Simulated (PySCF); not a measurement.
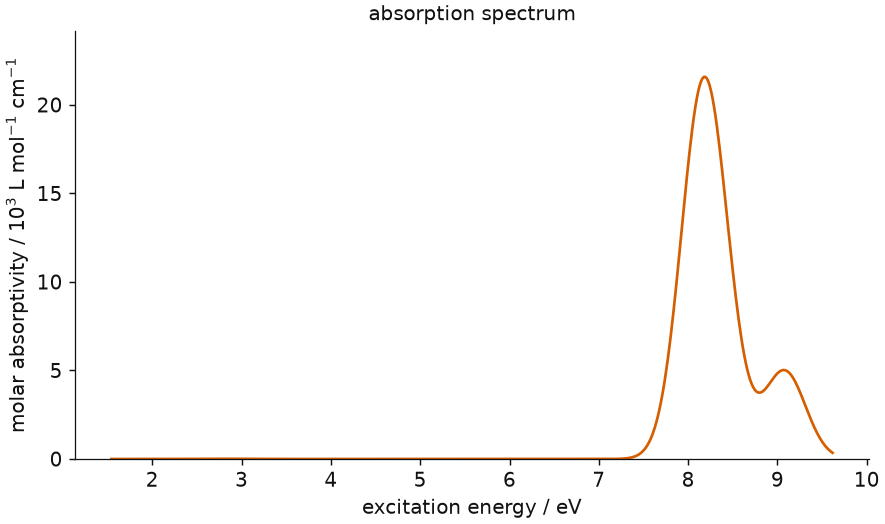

Vertical TDDFT excitations, ωB97X-D/def2-SVPD, PySCF, at a PBE0-D3(BJ)/def2-SVP geometry (no frequency check), gas phase. The lowest 10 singlet states are shown; each is broadened by a Gaussian of 1/e half-width 0.33 eV. States within 0.01 eV of each other are merged, with their strengths summed. The highest state may be half of a pair whose partner wasn't computed.

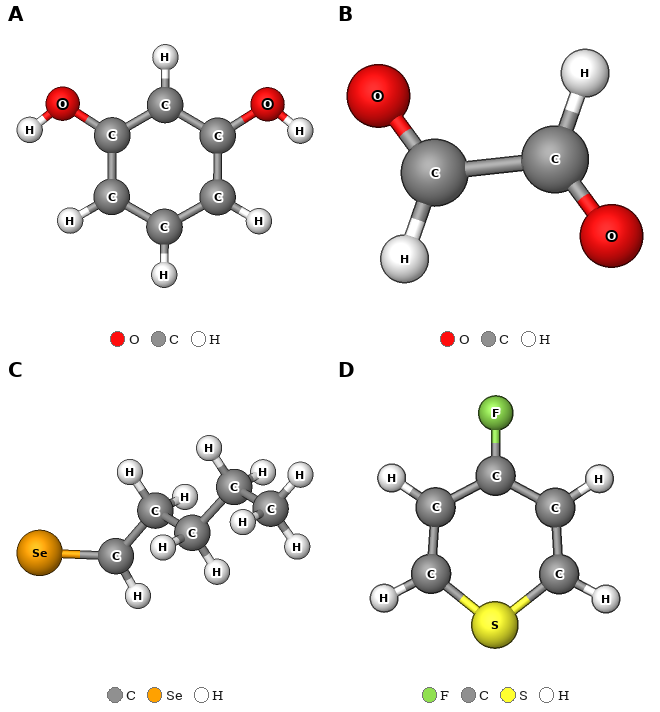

Whose absorption spectrum is this? The candidates are drawn in the second picture. Charge and spin: A neutral singlet; B neutral singlet; C neutral singlet; D +1 singlet.

Structure B, C₂H₂O₂ (glyoxal), SMILES O=CC=O. Its lowest singlet lies at 2.74 eV (f = 0.000) and the brightest of those computed is S4/S5 at 8.12 eV (153 nm), f = 0.314, mainly HOMO−4/HOMO−2 → LUMO (S6 lies within 0.06 eV, too close to order).

Known limits of this run: one conformer of a flexible molecule; core orbitals are frozen in the response.
